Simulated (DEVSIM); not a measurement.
Structure: abrupt Si p-n junction, at 300 K.

| layer (left to right) | material | thickness (μm) | Nd (cm⁻³) | Na (cm⁻³) | τn (s) | τp (s) |
|---|---|---|---|---|---|---|
| 1 | Si | 51.0 | - | 3.6e16 | 2.8e-5 | 2.8e-5 |
| 2 | Si | 1.40 | 5.4e16 | - | 2.8e-5 | 2.8e-5 |

Left contact: ohmic. Right contact: ohmic. Voltage is applied to the left contact. Recombination: SRH at mid-gap, radiative, Auger. Gap narrowing is on: ΔEg = 6.92 meV × (l + √(l² + 0.5)), l = ln(N/1.3e17 cm⁻³), shared equally by both band edges. Mobility is μmin + (μ − μmin)/(1 + (N/Nref)^α).

This is a model device: material constants are rounded textbook-type values typed into the input, and sizes, dopings and lifetimes were drawn at random. Values at 300 K.

```csv
parameter,Si
gap (eV),1.124
affinity (eV),4.05
permittivity,11.7
Nc (cm⁻³),2.86e19
Nv (cm⁻³),3.1e19
μn (cm²/Vs),1417
μp (cm²/Vs),470
"μn,min",52
"μp,min",45
"Nref,n",9.7e16
"Nref,p",2.2e17
αn,0.68
αp,0.72
B (cm³/s),4.7e-15
Cn (cm⁶/s),2.8e-31
Cp (cm⁶/s),9.9e-32
```

Model (solved in DEVSIM): 1D drift-diffusion, Boltzmann statistics, complete ionisation; no tunnelling, impact ionisation, image-force lowering or self-heating.

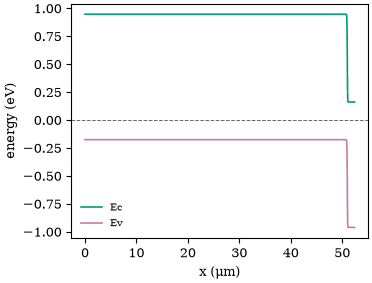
Fig. 1. Band edges at zero bias

Energies count from the Fermi level of the right contact; mesh points crowd at the junctions.

```csv
x (μm),Ec (eV),Ev (eV),n (cm⁻³),p (cm⁻³),field (V/cm)
0.000,0.948,-0.175,3400,3.6e16,≈ 0
0.03490,0.948,-0.175,3400,3.6e16,≈ 0
0.1265,0.948,-0.175,3400,3.6e16,≈ 0
0.3452,0.948,-0.175,3400,3.6e16,≈ 0
1.231,0.948,-0.175,3400,3.6e16,≈ 0
3.054,0.948,-0.175,3400,3.6e16,≈ 0
7.841,0.948,-0.175,3400,3.6e16,≈ 0
25.50,0.948,-0.175,3400,3.6e16,≈ 0
41.03,0.948,-0.175,3400,3.6e16,≈ 0
46.95,0.948,-0.175,3400,3.6e16,≈ 0
49.36,0.948,-0.175,3400,3.6e16,≈ 0
50.53,0.948,-0.175,3400,3.6e16,≈ 0
50.83,0.946,-0.177,3700,3.3e16,-1200
50.95,0.777,-0.346,2500000,4.8e13,-40000
51.00,0.472,-0.651,3.4e11,3.6e8,-69000
51.04,0.279,-0.843,5.9e14,210000,-39000
51.12,0.164,-0.958,5.0e16,2500,-1100
51.34,0.162,-0.960,5.4e16,2300,≈ 0
51.97,0.162,-0.960,5.4e16,2300,≈ 0
52.23,0.162,-0.960,5.4e16,2300,≈ 0
52.34,0.162,-0.960,5.4e16,2300,≈ 0
52.40,0.162,-0.960,5.4e16,2300,≈ 0
```
